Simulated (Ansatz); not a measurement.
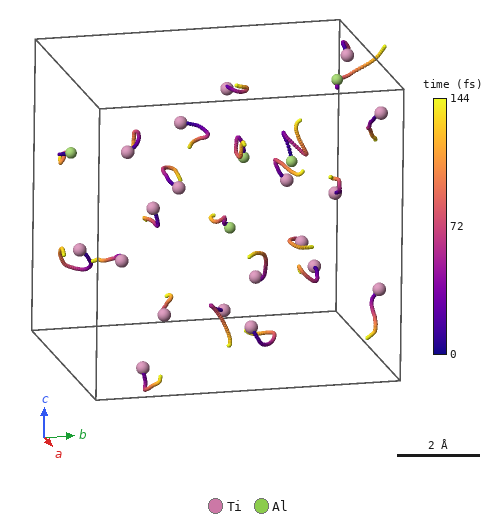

Molecular dynamics of an amorphous cell of composition Ti19Al5 (24 atoms in the cell), 144 fs long. Dots mark each atom's position at evenly spaced times, coloured by time; spheres stand at the starting positions. Seen slightly off an axis in the simulation cell.

Theory: DFT PBE, scalar-relativistic, plane waves, PAW in Ansatz. Settings: plane-wave cutoff 420 eV; k-point mesh 1 × 1 × 1; Fermi-Dirac smearing 0.216 eV; volume 1.05 times that of the relaxed crystal; set temperature 2510 K; time step 3 fs.

Describe the motion.

Answer. In the second half of the run the atoms are, in the root-mean-square, this far from where they began (common drift taken out): Ti 0.73 Å, Al 0.59 Å. Against the typical shortest distance between atoms in the first frame, about 2.5 Å these are large excursions, but over 144 fs one can't yet tell strong vibration from the start of diffusion.

Limits of the set-up: the k-point mesh is coarse for a cell with partly filled bands; the periodic images lie only 7.4 Å apart, so the values are limited by the cell's size.
